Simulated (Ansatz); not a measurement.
GeHCl: geometry relaxation

GeHCl, computed with RKS PBE0-D4/def2-TZVP (Ansatz 0.2.0).

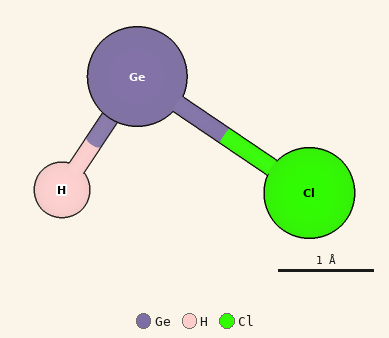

Figure 1. The starting structure (ball-and-stick view, seen at a tilt). Sticks mark near contacts. Bond lengths as drawn: Cl–Ge 2.21 Å and Ge–H 1.61 Å.

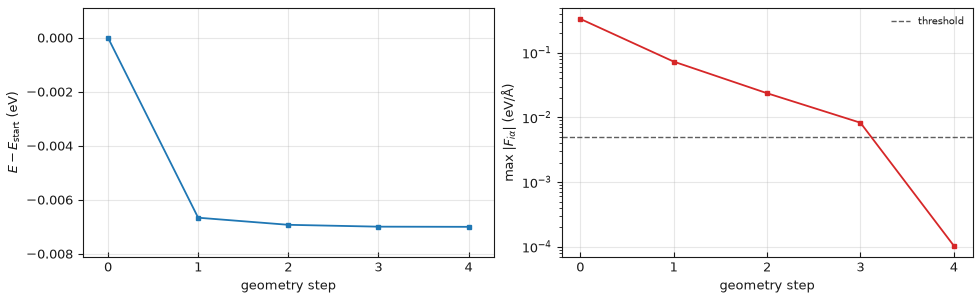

Figure 2. Progress of the relaxation, step by step (the first geometry is step 0 here and step 1 in the log).

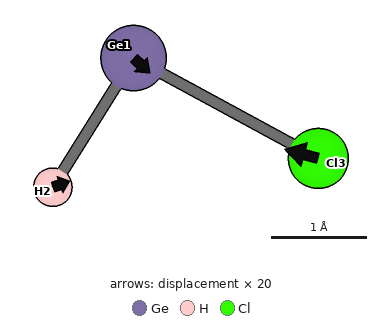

Figure 3. The starting structure with the displacements as black arrows, magnified 20 times (ball-and-stick view, seen on its broad side). The two geometries are laid on each other by the best rigid fit. Cl3 moves most after the best rigid fit: 0.019 Å. Largest moves by element: Cl 0.019 Å, Ge 0.012 Å, H 0.010 Å. Distances before and after: Ge1–Cl3 2.213 → 2.183 Å, Ge1–H2 1.610 → 1.600 Å. Over 4 geometry steps the energy falls by 0.007 eV. Largest force component: 0.33 eV/Å at the start, 0.0001 eV/Å at the end. (Atoms are counted from 1 in the order of the input.)

The input that produced these results follows, with the program's output.

## The input
```yaml
crystal:
  periodic: [false, false, false]
  atoms:
    - {symbol: Ge, position_ang: [2.341357, 0.378697, 0.208430]}
    - {symbol: H, position_ang: [1.316133, -0.529026, 1.055881]}
    - {symbol: Cl, position_ang: [2.196447, -0.897907, -1.593564]}
basis:
  gaussian: {orbitals: def2-TZVP}
hamiltonian: {xc: pbe0, dispersion: d4}
relax: {f_tol: 0.005, max_steps: 200}
```

Run as:
```bash
ansatz run in.yaml --threads 4 --pin off --events-out ev --progress --plain --max-ram 9574MiB
```

## Log
```
Functional definition: PBE0
  name "PBE0"
  cite "Adamo & Barone, J. Chem. Phys. 110, 6158 (1999) doi:10.1063/1.478522"
  cite "Perdew, Burke & Ernzerhof, Phys. Rev. Lett. 77, 3865 (1996) doi:10.1103/PhysRevLett.77.3865"
  parent pbe
  parameter a = 0.25
  parameter kappa = 0.804
  parameter beta = 0.06672455060314922
  exchange = (1 - a)*pbe_x(kappa = kappa, mu = beta*pi^2/3) + a*exact_x
  correlation = pbe_c(beta = beta)
713 factors; their error is unknown
mean field evaluation 1: about -69045.4404 eV, gradient 1.9e1 eV
mean field evaluation 2: about -69044.7721 eV, gradient 2.7e1 eV
mean field evaluation 4: about -69046.2112 eV, gradient 7.6e-1 eV
mean field evaluation 8: about -69046.5252 eV, gradient 1.3e-1 eV
mean field evaluation 16: about -69046.5253 eV, gradient 1.2e-5 eV
mean field -69046.52525745 eV, -2537.4130017954 hartree, gradient 1.2e-5 eV, S^2 0.000000; 0 other end points of the search recorded, 0 dependent functions left out
the calculation of the forces begins
reference -69046.52527841 eV, -2537.4130025659 hartree; 25, 25 occupied and 66, 66 virtual orbitals, 713 factors
relax step   1: F+E_penalty+E_count = -69046.56973561 eV  Δ(F+E_penalty+E_count) = +0.000e0 eV  max|allowed force component| = 3.343e-1 eV/Å  Δτ_max = 0.0000 Å  (27 SCF iters, accepted)
these checks for a lower state are left out or cut short: starts, cluster_reference, orbital_swaps, neighbouring_geometries, increment
713 factors; their error is unknown
mean field -69046.53185411 eV, -2537.4132442185 hartree, gradient 5.2e-5 eV, S^2 0.000000; 0 other end points of the search recorded, 0 dependent functions left out
the calculation of the forces begins
reference -69046.53187501 eV, -2537.4132449863 hartree; 25, 25 occupied and 66, 66 virtual orbitals, 713 factors
relax step   2: F+E_penalty+E_count = -69046.57639791 eV  Δ(F+E_penalty+E_count) = -6.662e-3 eV  max|allowed force component| = 7.306e-2 eV/Å  Δτ_max = 0.0174 Å  (27 SCF iters, accepted)
these checks for a lower state are left out or cut short: starts, cluster_reference, orbital_swaps, neighbouring_geometries, increment
713 factors; their error is unknown
mean field -69046.53211722 eV, -2537.4132538875 hartree, gradient 5.2e-5 eV, S^2 0.000000; 0 other end points of the search recorded, 0 dependent functions left out
the calculation of the forces begins
reference -69046.53213811 eV, -2537.4132546553 hartree; 25, 25 occupied and 66, 66 virtual orbitals, 713 factors
relax step   3: F+E_penalty+E_count = -69046.57666110 eV  Δ(F+E_penalty+E_count) = -2.632e-4 eV  max|allowed force component| = 2.370e-2 eV/Å  Δτ_max = 0.0070 Å  (28 SCF iters, accepted)
these checks for a lower state are left out or cut short: starts, cluster_reference, orbital_swaps, neighbouring_geometries, increment
713 factors; their error is unknown
mean field evaluation 32: about -69046.5322 eV, gradient 1.2e-1 eV
mean field -69046.53217670 eV, -2537.4132560733 hartree, gradient 5.2e-5 eV, S^2 0.000000; 0 other end points of the search recorded, 0 dependent functions left out
the calculation of the forces begins
reference -69046.53219758 eV, -2537.4132568407 hartree; 25, 25 occupied and 66, 66 virtual orbitals, 713 factors
relax step   4: F+E_penalty+E_count = -69046.57672972 eV  Δ(F+E_penalty+E_count) = -6.862e-5 eV  max|allowed force component| = 8.291e-3 eV/Å  Δτ_max = 0.0042 Å  (28 SCF iters, accepted)
these checks for a lower state are left out or cut short: starts, cluster_reference, orbital_swaps, neighbouring_geometries, increment
713 factors; their error is unknown
mean field -69046.53218497 eV, -2537.4132563772 hartree, gradient 3.5e-5 eV, S^2 0.000000; 0 other end points of the search recorded, 0 dependent functions left out
the calculation of the forces begins
reference -69046.53220586 eV, -2537.4132571447 hartree; 25, 25 occupied and 66, 66 virtual orbitals, 713 factors
relax step   5: F+E_penalty+E_count = -69046.57673631 eV  Δ(F+E_penalty+E_count) = -6.592e-6 eV  max|allowed force component| = 1.036e-4 eV/Å  Δτ_max = 0.0006 Å  (19 SCF iters, accepted)
713 factors; their error is unknown
mean field -69046.53218497 eV, -2537.4132563772 hartree, gradient 3.5e-5 eV, S^2 0.000000; 1 other end points of the search recorded, 0 dependent functions left out
the calculation of the forces begins
reference -69046.53220586 eV, -2537.4132571447 hartree; 25, 25 occupied and 66, 66 virtual orbitals, 713 factors
Total energy: -69046.57675720 eV, -2537.4148943764 hartree
Atom 0 at     2.338670     0.370068     0.200191 Å, force    -0.000104    -0.000092     0.000085 eV/Å
Atom 1 at     1.320409    -0.528409     1.047042 Å, force     0.000074     0.000103     0.000001 eV/Å
Atom 2 at     2.194857    -0.889895    -1.576486 Å, force     0.000029    -0.000012    -0.000087 eV/Å
Dipole moment:     0.023243     0.211855     0.300901 e Å
```

## Trajectory as extended XYZ (Å, eV, eV/Å), 5 frames, from step=1 to step=5
```
3
Properties=species:S:1:pos:R:3:forces:R:3 step=1 energy=-69046.56974
Ge    2.3414    0.3787    0.2084   -0.1116  -0.3085  -0.2586
H     1.3161   -0.5290    1.0559    0.0869   0.0747  -0.0757
Cl    2.1964   -0.8979   -1.5936    0.0247   0.2338   0.3343
3
Properties=species:S:1:pos:R:3:forces:R:3 step=2 energy=-69046.57640
Ge    2.3397    0.3733    0.2032   -0.0171  -0.0673  -0.0731
H     1.3206   -0.5294    1.0449    0.0052   0.0114   0.0070
Cl    2.1937   -0.8921   -1.5774    0.0119   0.0559   0.0661
3
Properties=species:S:1:pos:R:3:forces:R:3 step=3 energy=-69046.57666
Ge    2.3374    0.3679    0.1994    0.0153   0.0237   0.0043
H     1.3201   -0.5268    1.0504   -0.0074  -0.0151  -0.0082
Cl    2.1964   -0.8893   -1.5790   -0.0079  -0.0086   0.0039
3
Properties=species:S:1:pos:R:3:forces:R:3 step=4 energy=-69046.57673
Ge    2.3391    0.3705    0.2001   -0.0083  -0.0076   0.0064
H     1.3202   -0.5288    1.0467    0.0070   0.0078  -0.0030
Cl    2.1946   -0.8899   -1.5760    0.0013  -0.0002  -0.0033
3
Properties=species:S:1:pos:R:3:forces:R:3 step=5 energy=-69046.57674
Ge    2.3387    0.3701    0.2002   -0.0001  -0.0001   0.0001
H     1.3204   -0.5284    1.0470    0.0001   0.0001   0.0000
Cl    2.1949   -0.8899   -1.5765    0.0000   0.0000  -0.0001
```

## Results in brief

- outcome: converged
- total energy: −69046.5768 eV
- mean-field energy: −69046.5322 eV
- dispersion energy: −0.0446 eV
- SCF solution under orbital rotations: stable
- largest force (length of the vector) at the end: under 0.001 eV/Å
- dipole moment: 1.77 D
- hardware: 4 threads of Arm Neoverse V1, 23 GiB of memory available, shared host
- wall time: 3.6 s (CPU time 12 s)
- peak memory: 0.49 GiB
